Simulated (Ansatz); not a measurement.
## Electronic structure of ClF₃Si···H₂ in real space

```xyz
7

Si   -0.6499    0.0000   -0.7107
H     0.2152   -0.0001    2.7410
F     0.6063    0.0001    0.2778
F    -0.5569    1.2953   -1.6377
F    -0.5569   -1.2953   -1.6375
Cl   -2.3734    0.0001    0.3412
H     0.0570   -0.0001    3.4852
```

Computed with RKS B3LYP-D4/def2-SVP (Ansatz 0.2.0).

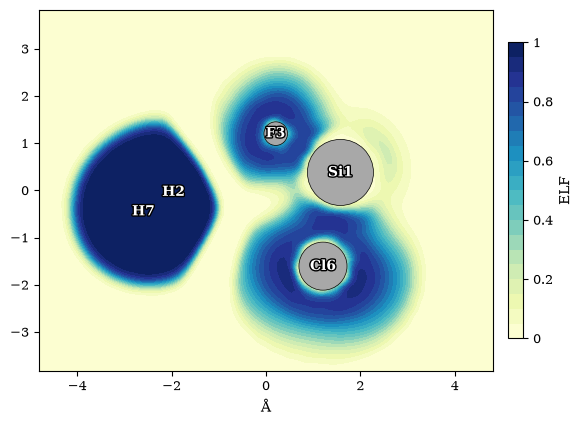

Figure 1. Electron localisation function on the plane of atoms F3, Si1 and Cl6. Grey discs cover the atomic cores.

Question: What does the map show?

Answer: Atoms in the plane: Si, H, F and Cl.
F3···H2 (2.49 Å): the ELF dips to about 0 between them: a weak contact between the two molecules.
Si–F (1.60 Å): the ELF peaks at about 0.85 in the valence shell of F, 0.6 Å from its nucleus, and is about 0.50 at the midpoint.
Si–Cl (2.02 Å): the ELF peaks at about 0.90 between the atoms, as expected for a shared but strongly polarised pair.
H–H (0.76 Å): the ELF peaks at about 1 between the atoms.
The ELF also peaks beside Cl6 and F3, away from the bonds: lone-pair regions.

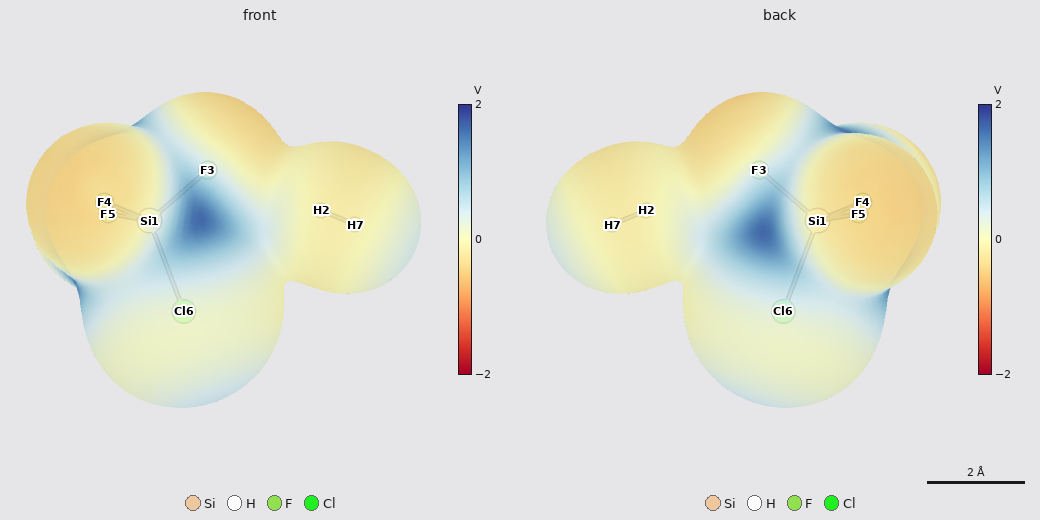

Figure 2. The electrostatic potential painted on the density surface at 0.001 e/bohr³, seen from the front and from behind; red is negative and blue positive.

Question: Where is the surface potential most negative and most positive?

Answer: The most negative region (about −0.5 V) lies over F3, F4 and F5, the most positive (about +1.6 V) over Si1.
